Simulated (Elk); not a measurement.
Band structure of HoIn3 (Pm-3m, 4 atoms in the cell).

```yaml
crystal:
  lattice:
    - [4.60227, 0.00000, 0.00000]
    - [0.00000, 4.60227, 0.00000]
    - [0.00000, 0.00000, 4.60227]
  atoms:
    - { symbol: Ho, position: [0.00000, 0.00000, 0.00000], spin: 4.0 }
    - { symbol: In, position: [0.50000, 0.00000, 0.50000] }
    - { symbol: In, position: [0.00000, 0.50000, 0.50000] }
    - { symbol: In, position: [0.50000, 0.50000, 0.00000] }
```
(The spins are starting values, not results.)

Computed with PBEsol, all-electron FP-LAPW, Elk's shipped species files, default APW+lo basis in Elk.

Settings: xctype = 22; spinpol = true; swidth = 0.00367493 Ha; ngridk = 7 7 7; reducebf = 0.7; nempty = 8 per atom; maxscl = 100; bfcmt = [[0.0, 0.0, -2.0], [0.0, 0.0, 0.0], [0.0, 0.0, 0.0], [0.0, 0.0, 0.0]].

The starting cell comes from a database of computed structures (which also holds hypothetical and non-ambient phases and stackings), without a prior relaxation at this level. Spin-orbit coupling is off. With one magnetic atom in the cell only a parallel order is possible. With U or open f shells several self-consistent states can exist. The f electrons are in the valence without U or exact exchange, which can misplace them near the Fermi level. Spin-orbit terms, which matter for f shells, are left out. Values depend on the basis (sphere radii, cutoffs, local orbitals), which need not be converged.

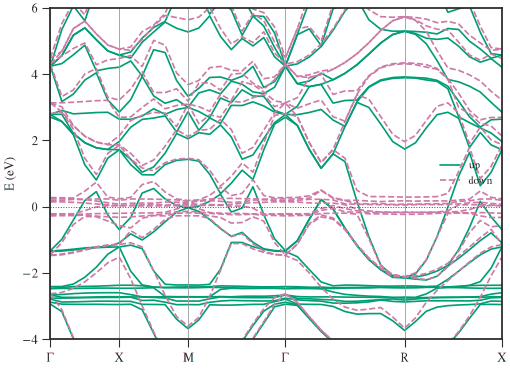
Bands along the path, energies from the Fermi level.

Levels in eV from the Fermi level, bands 38 to 45 of the first spin channel:
```tsv
point	38	39	40	41	42	43	44	45
Γ	-2.41	-1.35	-1.34	-1.33	2.70	2.78	2.78	2.79
X	-1.22	-1.22	-1.09	-0.69	1.72	1.72	1.96	2.64
M	-2.42	-2.36	-0.03	-0.03	1.43	2.05	2.86	3.00
R	-2.44	-2.39	-2.15	-2.15	-2.14	1.74	3.89	3.92
```

Bands cross the Fermi level along this path, so the cell is metallic at this level.

The net moment of the cell came out as 3.49 μB.
